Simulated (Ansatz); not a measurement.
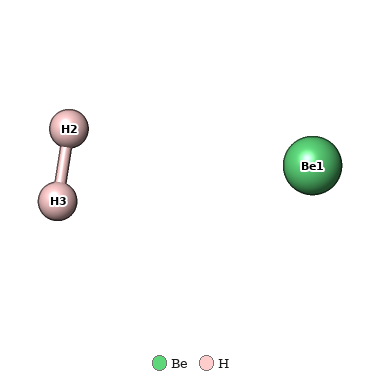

The system is Be + H₂; the picture shows the reference structure. 
- First axis: distance Be1–H2. Second axis: distance H2–H3.
- Nothing is relaxed (the angle Be1–H2–H3 is fixed at 90 degrees).
- The grid has 17 × 17 points.
- All energies are given in kJ/mol relative to Be far from the relaxed HH (each part in its own basis).
- The reference is spin-restricted, so regions where a bond is pulled apart into radicals lie too high.
- The calculation used RKS BHLYP-D4/aug-cc-pVTZ (Ansatz).

Its coordinates:

```csv
atom,x (Å),y (Å),z (Å)
Be,-2.6160,0.0000,0.0000
H,0.0000,0.0000,0.0000
H,0.0000,0.7740,0.0000
```

Range: distance Be1–H2 from 1.016 to 2.616 Å; distance H2–H3 from 0.592 to 2.192 Å.

> What landscape does the calculation give?

The lowest grid point is at distance Be1–H2 = 2.616 Å, distance H2–H3 = 0.774 Å, 15 kJ/mol from Be far from the relaxed HH (each part in its own basis). It lies in a valley that leaves the map towards separated partners. The highest grid point, distance Be1–H2 = 2.616 Å, distance H2–H3 = 2.192 Å, lies 526 kJ/mol above the lowest.

```tsv
distance H2–H3 ↓, distance Be1–H2 →	1.016	1.123	1.280	1.463	1.666	1.884	2.117	2.361	2.616
2.063	409	356	349	381	414	449	480	501	512
1.813	393	345	344	357	383	409	429	439	443
1.575	385	340	325	331	345	356	361	360	357
1.349	388	339	309	299	294	286	276	265	257
1.138	404	343	291	256	227	200	180	164	154
0.945	433	349	266	202	154	118	93	75	63
0.774	468	351	241	164	112	73	46	27	15
0.636	507	380	266	188	135	95	67	48	36
```

The table holds every second grid line.

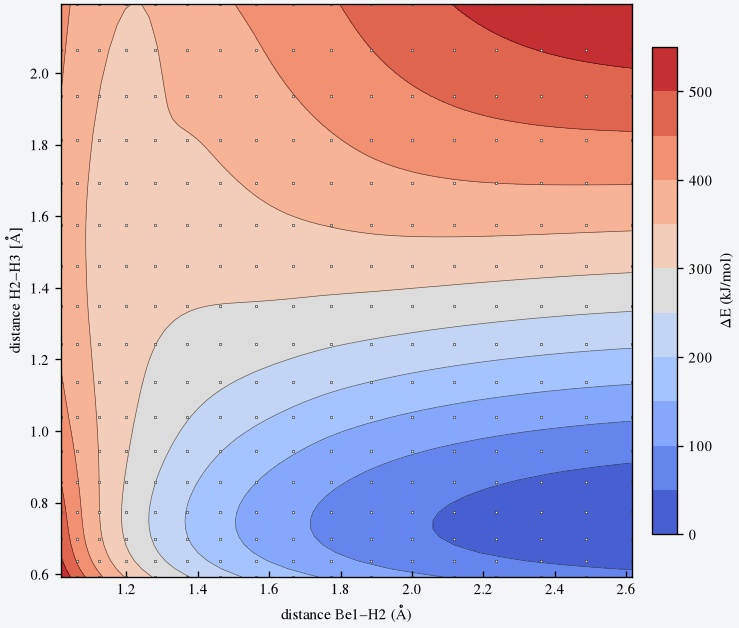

Drawn: filled contours, dots at the grid points. Between grid points the surface is interpolated.

Each point was launched as `ansatz run input.yaml --threads 1 --pin off --max-ram 2560MiB --backend cpu --events-out ev --progress --plain --runs-dir out`. Time for the 289 points that were run: 5.2 min on 1 thread of Arm Neoverse V1 (shared host).
